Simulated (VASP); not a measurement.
Band structure of PtS2 (relaxed from the layer:2H-MoS2 structure). Method: r2SCAN meta-GGA, VASP's PBE PAW potentials (set 64) (plane waves; VASP).

The cell holds a wide vacuum, so values per volume refer to the whole cell.  Unless said otherwise, spin-orbit coupling is left out, though it shifts the bands of the heavy elements here.

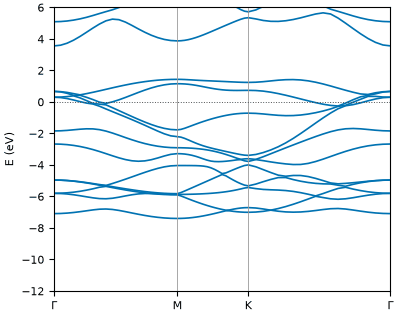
*Bands along high-symmetry lines, zero at the valence-band maximum or, without a gap, the Fermi level*

**Question.** Read the plot: is there a gap, and where are the band edges?

**Answer.** It has no gap at this level: it comes out as a metal or semimetal.

The cell is a sheet with vacuum, built from a generated structure.
